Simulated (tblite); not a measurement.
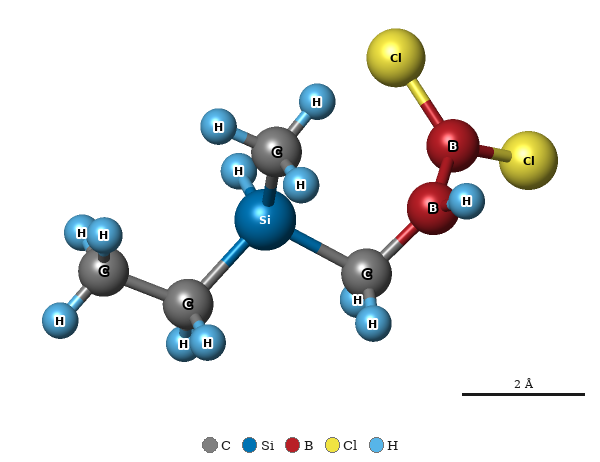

*The structure (ball-and-stick view, seen at a tilt).*

**Run report: C₄H₁₂B₂Cl₂Si, frequency calculation**

The run: frequency calculation of C₄H₁₂B₂Cl₂Si. Method and program: GFN2-xTB harmonic vibrations, gas phase (tblite 0.8.0).

It belongs to a series of runs on one base structure; here: H on B replaced by BCl2.

## Input file
```
{"job": {"kind": "ir", "xc": "GFN2-xTB", "basis": "xTB"}, "charge": 0, "multiplicity": 1}
C     -2.867742     0.172840    -1.047173
C     -1.583203    -0.647843    -1.052871
Si    -0.176299     0.186718    -0.065125
C     -0.664676     0.407402     1.758890
C      1.358785    -0.978793    -0.239449
B      2.376753    -0.517354     0.824411
B      3.406625     0.755559     0.556272
Cl     2.873161     2.387185     0.832380
Cl     5.037985     0.601942     0.000945
H     -3.251141     0.276739    -0.035630
H     -3.636621    -0.302024    -1.654212
H     -2.686748     1.168950    -1.442678
H     -1.799415    -1.638986    -0.650034
H     -1.270006    -0.800107    -2.086867
H      0.129759     1.495750    -0.667791
H     -0.810185    -0.549225     2.253966
H      0.108639     0.943218     2.301484
H     -1.587205     0.971601     1.858487
H      1.691528    -0.867769    -1.268561
H      1.004916    -1.998792    -0.107608
H      2.336171    -1.050068     1.871736
```

The first line tells a small driver script what to run in tblite; the rest is the geometry in Å.

Hardware: 1 CPU thread, shared host.

Launch command:
```bash
OMP_NUM_THREADS=1 python <driver script> task.json out
```

## Output
```
mode    cm-1     km/mol
  1      23.2      0.29
  2      24.5      0.13
  3      40.4      0.39
  4      59.0      0.21
  5      90.5      0.18
  6     103.2      0.82
  7     128.5      0.23
  8     155.2      2.09
  9     173.1      0.79
 10     193.2      2.28
 11     237.5      1.10
 12     252.2      1.22
 13     257.2      4.25
 14     301.8      2.34
 15     426.2      4.47
 16     511.6      8.41
 17     600.4     13.05
 18     614.7     60.01
 19     634.5    114.42
 20     644.8     44.47
 21     688.1     74.04
 22     722.1     14.00
 23     732.4     24.28
 24     765.0     47.25
 25     805.2    128.62
 26     821.2     96.97
 27     827.2    185.69
 28     894.7     48.90
 29     947.9     34.81
 30     979.0     19.64
 31    1019.8     29.68
 32    1058.8    106.91
 33    1074.9    120.21
 34    1080.8      3.75
 35    1148.9     19.10
 36    1240.6      2.99
 37    1288.5      3.18
 38    1368.2     23.53
 39    1418.6      0.71
 40    1469.9      0.74
 41    1473.5      0.21
 42    1478.5      0.34
 43    1479.7      0.87
 44    1511.9      2.69
 45    1513.7      2.57
 46    2182.2    280.75
 47    2589.9     81.16
 48    2967.8     32.00
 49    2982.1     24.33
 50    3001.6     41.91
 51    3007.9     19.82
 52    3016.9     53.47
 53    3030.5     13.07
 54    3037.8     51.32
 55    3042.8     17.22
 56    3043.8     13.40
 57    3045.8     39.39
```

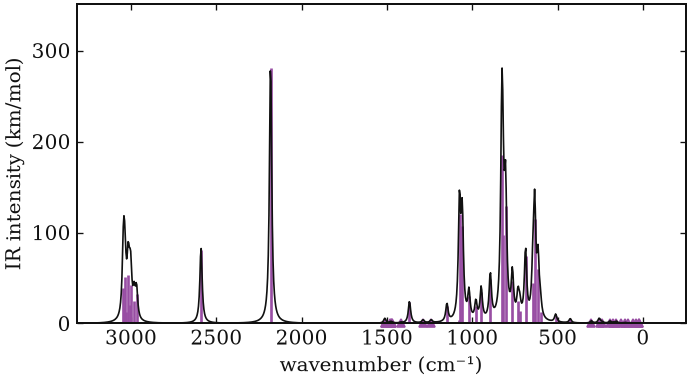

*Harmonic infrared spectrum, unscaled: sticks (degenerate modes added up, dark ones marked on the axis) with a Lorentzian envelope of 16 cm⁻¹ full width, scaled to the tallest stick.*

57 modes from 23 to 3046 cm⁻¹, none imaginary. The strongest line is at 2182 cm⁻¹ (281 km/mol).

## Summary

- outcome: converged
- total energy: −762.1727 eV
- zero-point energy: 97.5400 kcal/mol
- wall time: 2.1 s
- peak memory: 0.18 GiB
